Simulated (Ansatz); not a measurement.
AlNH₄Cl₂: several calculations on one system

## 1. Relaxation

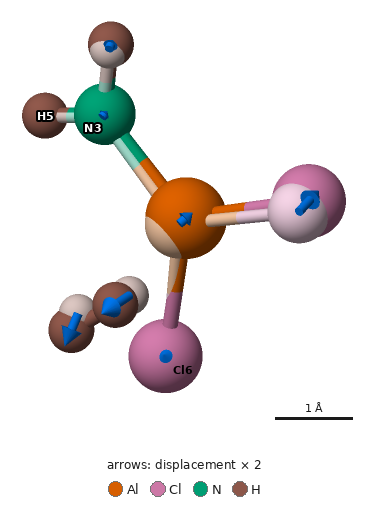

A relaxation of AlNH$_{4}$Cl$_{2}$. The starting structure is drawn faded, the final one solid; blue arrows show the displacements, magnified 2 times. The two geometries are superimposed by the best rigid fit.

A ball-and-stick model, seen from a free direction.

The run prepares an end point of a later path (reaction) calculation, from a guessed geometry.

The calculation used RKS B3LYP/def2-SVP in Ansatz.

The input:
```yaml
crystal:
  periodic: [false, false, false]
  atoms:
    - { symbol: Al, position_ang: [0.014489, -0.169519, -0.049074] }
    - { symbol: Cl, position_ang: [0.010493, -0.662268, 2.085706] }
    - { symbol: "N", position_ang: [1.548441, -0.089583, -0.898483] }
    - { symbol: H, position_ang: [2.44889, -0.261239, -0.460261] }
    - { symbol: H, position_ang: [1.656511, 0.162972, -1.877227] }
    - { symbol: Cl, position_ang: [-1.808691, 0.047599, -1.05896] }
    - { symbol: H, position_ang: [-0.180805, 2.377406, 0.992722] }
    - { symbol: H, position_ang: [-0.145228, 1.834933, 1.465577] }
basis:
  gaussian: { orbitals: def2-SVP }
hamiltonian:
  xc: b3lyp
relax:
  f_tol: 0.03
  max_steps: 50
output:
  orbitals: {}
```

Command:
```bash
ansatz run input.yaml --threads 2 --pin off --max-ram 3072MiB --backend cpu --events-out ev --progress --plain --runs-dir out
```

What did the optimiser do to the structure, and how much energy did it gain?

Answer. Over 10 accepted moves (12 points after the start) the energy falls by 0.125 eV. The largest force component goes from 1.3 to 0.023 eV/Å. The line search rejected the trial steps at points 9, 11 of the run. The forces were under the threshold at step 5, but the run went on from there. H8 moves most after the best rigid fit: 0.33 Å. Largest moves by element: H 0.33 Å, Cl 0.28 Å, Al 0.12 Å, N 0.06 Å. Some distances before and after: Al1–Cl2 2.191 → 2.104 Å, H7–H8 0.721 → 0.762 Å, Al1–Cl6 2.095 → 2.101 Å. Cost: 25 s on 2 threads of Arm Neoverse V1 (shared host), peak memory 0.18 GiB.

Limits of the set-up: the start holds two separate molecules, 2.5 Å apart at their closest, whose relative position is a soft coordinate and is computed without a dispersion correction.

## 2. Relaxation

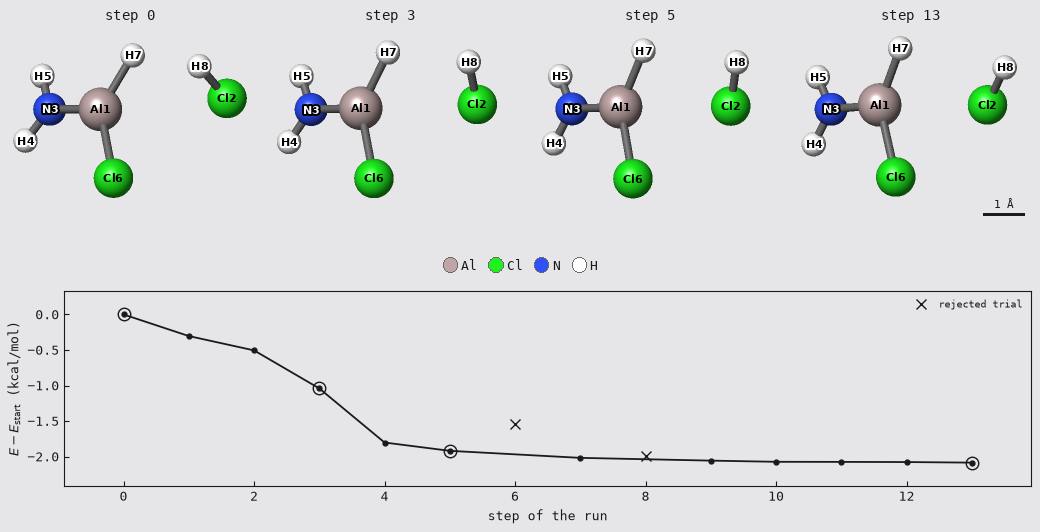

Frames of a relaxation of AlNH$_{4}$Cl$_{2}$, marked on the history of the run. Style: ball-and-stick. Shown from a free direction.

The run prepares an end point of a later path (reaction) calculation, from a guessed geometry.

These are results of Ansatz 0.2.0, RKS B3LYP/def2-SVP, not measurements. Settings: no spin polarisation; force threshold 0.03 eV/Å; at most 50 steps.

Describe the path.

Answer. After 11 accepted moves (13 points after the start) the energy has fallen by 2.08 kcal/mol. The largest force component goes from 0.84 to 0.011 eV/Å. The line search rejected the trial steps at points 6, 8 of the run. The forces were under the threshold at step 7, but the run went on from there. The atom that moves furthest after the best rigid fit is H8 (0.63 Å). By element the largest moves are H 0.63 Å, Cl 0.51 Å, Al 0.11 Å, N 0.05 Å. Some distances before and after: Al1–Cl2 3.427 → 3.026 Å, Cl2–H8 1.340 → 1.293 Å, Al1–Cl6 2.108 → 2.124 Å, Al1–H7 1.567 → 1.575 Å. Among the angles between lasting bonds that change: N3–Al1–Cl6 121.1° → 117.4°, Al1–N3–H4 128.4° → 125.1°, Al1–N3–H5 121.8° → 124.7°. Cost: 33 s on 2 threads of Arm Neoverse V1, with other jobs on the host, peak memory 0.17 GiB. From step 0 to 3: Cl2 moves most (0.28 Å), energy −1.04 kcal/mol. From step 3 to 5: H8 moves most (0.22 Å), energy −0.88 kcal/mol. From step 5 to 13: H8 moves most (0.24 Å), energy −0.17 kcal/mol.

```json
{"step": "0", "E − E(0), kcal/mol": "0.00", "largest force component, eV/Å": "0.8370", "note": ""}
{"step": "1", "E − E(0), kcal/mol": "-0.30", "largest force component, eV/Å": "1.0879", "note": ""}
{"step": "2", "E − E(0), kcal/mol": "-0.51", "largest force component, eV/Å": "0.9772", "note": ""}
{"step": "3", "E − E(0), kcal/mol": "-1.04", "largest force component, eV/Å": "0.9267", "note": ""}
{"step": "4", "E − E(0), kcal/mol": "-1.80", "largest force component, eV/Å": "0.3491", "note": ""}
{"step": "5", "E − E(0), kcal/mol": "-1.92", "largest force component, eV/Å": "0.2571", "note": ""}
{"step": "6", "E − E(0), kcal/mol": "-1.54", "largest force component, eV/Å": "0.9316", "note": "rejected"}
{"step": "7", "E − E(0), kcal/mol": "-2.02", "largest force component, eV/Å": "0.0298", "note": ""}
{"step": "8", "E − E(0), kcal/mol": "-1.99", "largest force component, eV/Å": "0.3361", "note": "rejected"}
{"step": "9", "E − E(0), kcal/mol": "-2.06", "largest force component, eV/Å": "0.0942", "note": ""}
{"step": "10", "E − E(0), kcal/mol": "-2.07", "largest force component, eV/Å": "0.0132", "note": ""}
{"step": "11", "E − E(0), kcal/mol": "-2.07", "largest force component, eV/Å": "0.1075", "note": ""}
{"step": "12", "E − E(0), kcal/mol": "-2.08", "largest force component, eV/Å": "0.0737", "note": ""}
{"step": "13", "E − E(0), kcal/mol": "-2.08", "largest force component, eV/Å": "0.0112", "note": ""}
```

## 3. Path

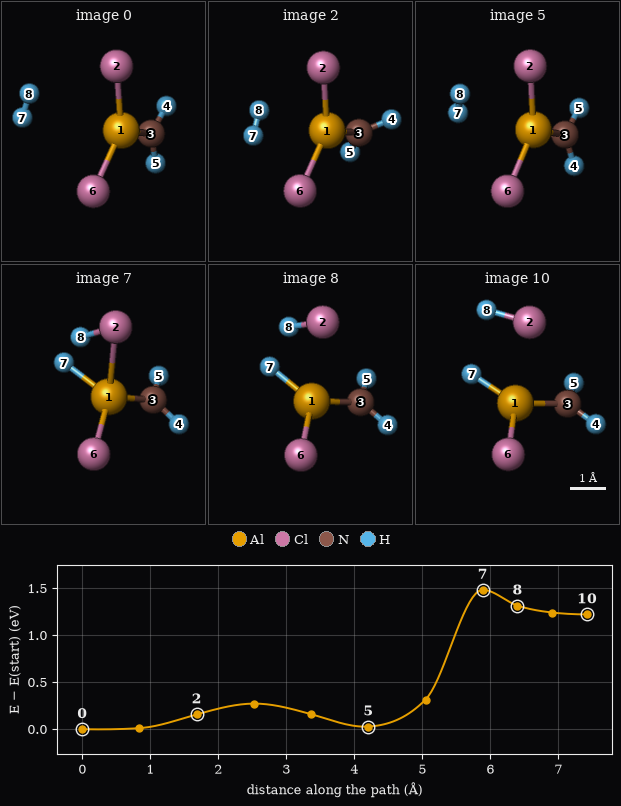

NEB run on AlNH₄Cl₂, made up at the start of AlNH2Cl2 and H2. Images are numbered from 0 (start) to 10 (end). The picture is a ball-and-stick view, seen at a tilt.

Level of theory: RKS B3LYP/def2-SVP in Ansatz 0.2.0. Settings: 9 movable images; climbing image; force threshold 0.05 eV/Å; iteration limit 60; starting path through a guess of the saddle point.

Question: What happens along the path, and what is the barrier?

Answer: The path has more than one stage, and so few images may leave a stage unresolved. Breaking: Al1–Cl2 (2.10 → 2.51 at the top → 3.03 Å), H7–H8 (0.76 → 1.23 at the top → 2.87 Å). Forming: Al1–H7 (2.99 → 1.66 at the top → 1.57 Å), Cl2–H8 (3.10 → 1.46 at the top → 1.29 Å). Forward barrier 1.48 eV, backward barrier 0.26 eV, with image 7 at the top; the reaction energy is +1.22 eV. The profile has 2 maxima (images 3, 7) with a dip at image 5 (+0.03 eV), so the process runs in steps. The band converged in 23 iterations. The largest component of the band force went from 9.3 to 0.047 eV/Å. The climbing image converged on the top of the path. Its vibrational analysis gives one imaginary mode (627i cm⁻¹), as a transition state must have.

Limits of the set-up: the start holds two separate molecules, 2.9 Å apart at their closest, whose relative position is a soft coordinate and is computed without a dispersion correction.

The run took 7 min on 2 threads of Arm Neoverse V1 (shared host), peak memory 0.18 GiB.
